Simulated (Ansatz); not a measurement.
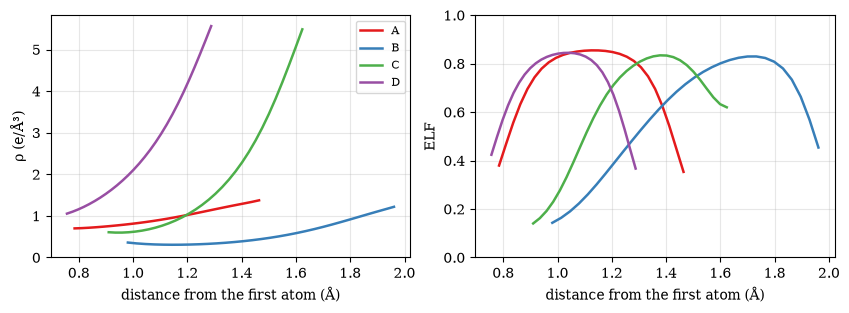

GaOSSi (doublet). Electron density and electron localisation function along straight lines between neighbouring atoms. The curves leave out the atomic cores.

Geometry: B3LYP-D3(BJ)/def2-SVP.

Computed with Ansatz 0.2.0, isolated molecule in a Gaussian basis; Kohn-Sham density functional theory, functional PBE0.

```xyz
4

Ga    0.4714    0.2959   -1.9909
O     0.9858   -0.7576   -0.4104
S    -1.0045   -1.8303   -2.3632
Si    0.0828   -2.1077   -0.5983
```

> Which curve belongs to which contact (Ga–O, Ga–S, Si–O and Si–S)? The first atom named is at distance zero.

Curve A: Si–S (2.09 Å): the density is about 0.85 e/Å³ at the midpoint; the ELF peaks at about 0.85 between the atoms, as expected for a shared electron pair. Curve B: Ga–S (2.61 Å): the density is about 0.34 e/Å³ at the midpoint; the ELF peaks at about 0.85 in the valence shell of S, 0.9 Å from its nucleus, and is about 0.55 at the midpoint. Curve C: Ga–O (1.97 Å): the density is about 0.61 e/Å³ at the midpoint; the ELF peaks at about 0.85 in the valence shell of O, 0.6 Å from its nucleus, and is about 0.25 at the midpoint. Curve D: Si–O (1.64 Å): ρ is about 1.2 e/Å³ halfway; the ELF peaks at about 0.85 between the atoms (a polar covalent bond).
